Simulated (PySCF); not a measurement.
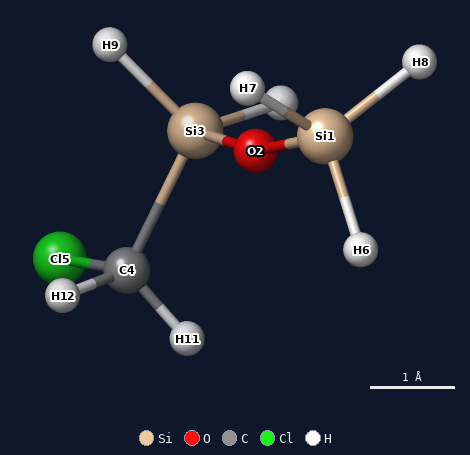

Fig. 1: The input geometry of the first run (ball-and-stick view, seen at a tilt; atoms are numbered from 1 in the order of the input).

## Two runs on CH₇ClOSi₂

System: CH₇ClOSi₂, SMILES [SiH3]O[SiH2]CCl.
Method of the first run: GIAO KT3/6-31G* NMR shielding, non-relativistic, gas phase (PySCF 2.14.0).

The geometry comes from this level: GFN2-xTB. Text and figures count atoms from 1; the logs count them from 0 in places.

Input, the first run:
```
{"job": {"kind": "nmr", "xc": "KT3", "basis": "6-31G*", "pop": false, "grid": 1}, "charge": 0, "multiplicity": 1}
Si     2.356152     0.008758     0.391681
O      0.788183    -0.061608    -0.030145
Si    -0.605346    -0.270027    -0.816868
C     -1.968854     0.272924     0.403697
Cl    -3.564849     0.047799    -0.357564
H      2.348598    -0.059257     1.850486
H      2.867864     1.278461    -0.117475
H      3.028528    -1.135125    -0.219346
H     -0.614305     0.595809    -1.991927
H     -0.755794    -1.686738    -1.133190
H     -1.976496    -0.316199     1.318633
H     -1.902482     1.324516     0.675992
```

The first line tells a small driver script what to run in PySCF; the rest is the geometry in Å.

Command:
```bash
OMP_NUM_THREADS=1 python <driver script> task.json out
```

Hardware: 1 CPU thread, shared host.

Output (the first run):
```
final grid: 46808 points
cycle   1  E = -1165.9018520304  dE =  3.669e-01  |g| = 8.867e-01  |ddm| = 3.192e+00
cycle   2  E = -1165.1745441017  dE =  7.273e-01  |g| = 2.017e+00  |ddm| = 2.715e+00
cycle   3  E = -1166.0522492197  dE = -8.777e-01  |g| = 1.661e-01  |ddm| = 2.271e+00
cycle   4  E = -1166.0588611805  dE = -6.612e-03  |g| = 8.416e-02  |ddm| = 3.491e-01
cycle   5  E = -1166.0609660058  dE = -2.105e-03  |g| = 1.594e-02  |ddm| = 1.164e-01
cycle   6  E = -1166.0610267416  dE = -6.074e-05  |g| = 7.329e-03  |ddm| = 2.550e-02
cycle   7  E = -1166.0610422627  dE = -1.552e-05  |g| = 1.047e-03  |ddm| = 9.197e-03
cycle   8  E = -1166.0610425531  dE = -2.904e-07  |g| = 1.686e-04  |ddm| = 1.282e-03
cycle   9  E = -1166.0610425618  dE = -8.640e-09  |g| = 2.494e-05  |ddm| = 2.577e-04
cycle  10  E = -1166.0610425620  dE = -1.933e-10  |g| = 1.054e-05  |ddm| = 5.152e-05
converged SCF energy = -1166.0610425620

GIAO shielding tensors (ppm)
atom      isotropic    diamagn.    paramagn.     s11        s22        s33       span
  0 Si     434.121     881.664    -447.543    398.956    401.241    502.167    103.211
  1 O      311.772     396.030     -84.258    239.232    331.753    364.331    125.099
  2 Si     427.151     880.981    -453.831    402.071    410.540    468.841     66.770
  3 C      165.074     252.623     -87.549    144.221    150.899    200.102     55.882
  4 Cl     964.689    1144.733    -180.044    849.695    932.168   1112.204    262.508
  5 H       27.244      30.368      -3.125     23.462     25.958     32.311      8.850
  6 H       27.158      29.883      -2.725     23.599     25.624     32.250      8.651
  7 H       27.146      29.576      -2.430     23.549     25.629     32.259      8.709
  8 H       27.418      30.253      -2.835     23.451     26.838     31.965      8.514
  9 H       27.411      30.253      -2.842     23.493     26.861     31.877      8.384
 10 H       29.776      30.748      -0.971     23.994     29.224     36.111     12.117
 11 H       29.774      30.717      -0.942     24.005     29.214     36.105     12.100
```

The input of the second run differs as follows (lines with − go, lines with + come):
```diff
-"basis": "6-31G*"
-"pop": false
-"grid": 1
+"basis": "cc-pVDZ"
+"pop": true
```

What does this change do to the results?

The total energy of the second run is 34.0 kcal/mol lower, which measures the change of basis and not a stability. The dipole moment goes from 2.31 to 2.03 D. Of all shieldings, the largest change is that of Si1, by +20.8 ppm. The SCF takes 15 iterations against 10. The basis functions go from 96 to 117.

Output (the second run):
```
coarse grid: 11384 points
cycle   1  E = -1165.9121812636  dE =  4.104e-01  |g| = 8.807e-01  |ddm| = 6.524e+00
cycle   2  E = -1165.1948961635  dE =  7.173e-01  |g| = 2.011e+00  |ddm| = 3.749e+00
cycle   3  E = -1166.0592591903  dE = -8.644e-01  |g| = 1.726e-01  |ddm| = 2.659e+00
cycle   4  E = -1166.0666460158  dE = -7.387e-03  |g| = 8.073e-02  |ddm| = 5.757e-01
cycle   5  E = -1166.0685623757  dE = -1.916e-03  |g| = 1.456e-02  |ddm| = 2.071e-01
cycle   6  E = -1166.0686123882  dE = -5.001e-05  |g| = 6.924e-03  |ddm| = 3.168e-02
cycle   7  E = -1166.0686258702  dE = -1.348e-05  |g| = 1.242e-03  |ddm| = 1.349e-02
cycle   8  E = -1166.0686262765  dE = -4.062e-07  |g| = 1.963e-04  |ddm| = 2.867e-03
final grid: 95624 points
cycle   9  E = -1166.1152065987  dE = -1.750e-05  |g| = 1.652e-02  |ddm| = 8.639e-02
cycle  10  E = -1166.1150638670  dE =  1.427e-04  |g| = 3.083e-02  |ddm| = 7.214e-02
cycle  11  E = -1166.1152633943  dE = -1.995e-04  |g| = 3.421e-03  |ddm| = 4.411e-02
cycle  12  E = -1166.1152662601  dE = -2.866e-06  |g| = 4.758e-04  |ddm| = 7.607e-03
cycle  13  E = -1166.1152663267  dE = -6.665e-08  |g| = 1.579e-04  |ddm| = 1.132e-03
cycle  14  E = -1166.1152663332  dE = -6.532e-09  |g| = 3.443e-05  |ddm| = 2.964e-04
cycle  15  E = -1166.1152663336  dE = -3.593e-10  |g| = 3.703e-06  |ddm| = 8.826e-05
converged SCF energy = -1166.1152663336

GIAO shielding tensors (ppm)
atom      isotropic    diamagn.    paramagn.     s11        s22        s33       span
  0 Si     454.929     881.278    -426.350    418.078    421.890    524.818    106.740
  1 O      320.962     385.926     -64.964    245.542    344.390    372.954    127.413
  2 Si     446.251     881.374    -435.123    423.821    425.619    489.315     65.494
  3 C      164.326     244.488     -80.162    140.859    149.154    202.964     62.106
  4 Cl     969.829    1145.123    -175.294    858.787    937.065   1113.635    254.847
  5 H       26.710      30.378      -3.668     22.804     25.420     31.907      9.103
  6 H       26.663      29.958      -3.295     22.996     25.127     31.867      8.871
  7 H       26.667      29.702      -3.034     23.012     25.119     31.872      8.860
  8 H       26.922      30.439      -3.517     22.982     26.290     31.494      8.512
  9 H       26.922      30.441      -3.519     23.015     26.321     31.430      8.415
 10 H       28.694      30.266      -1.572     23.065     28.171     34.845     11.780
 11 H       28.702      30.236      -1.534     23.089     28.160     34.856     11.767
```

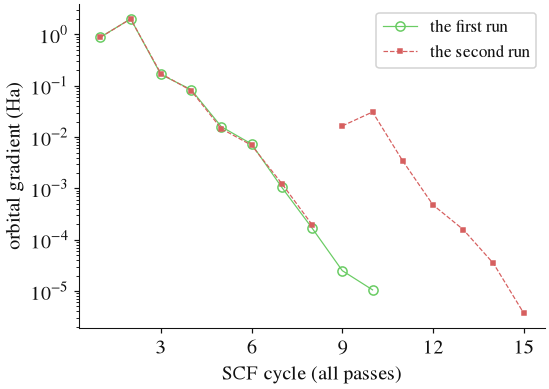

Fig. 2: Convergence of the two runs: orbital gradient against the SCF cycle. A break in a curve parts two SCF passes (coarse and final grid). The first run takes 10 cycles in all, and the second run takes 15.

The two runs side by side:

| quantity | the first run | the second run |
| --- | --- | --- |
| outcome | converged | converged |
| total energy (hartree) | −1166.061043 | −1166.115266 |
| HOMO (eV) | −6.59 | −6.59 |
| LUMO (eV) | −0.86 | −0.85 |
| dipole moment (D) | 2.31 | 2.03 |
| shielding of Si1 (ppm) | 434.1 | 454.9 |
| shielding of O2 (ppm) | 311.8 | 321.0 |
| shielding of Si3 (ppm) | 427.2 | 446.3 |
| shielding of C4 (ppm) | 165.1 | 164.3 |
| shielding of Cl5 (ppm) | 964.7 | 969.8 |
| shielding of H11 (ppm) | 29.8 | 28.7 |
| shielding of H12 (ppm) | 29.8 | 28.7 |
| SCF iterations | 10 | 15 |
| basis functions | 96 | 117 |
| wall time (shared host) | 18 s | 46 s |
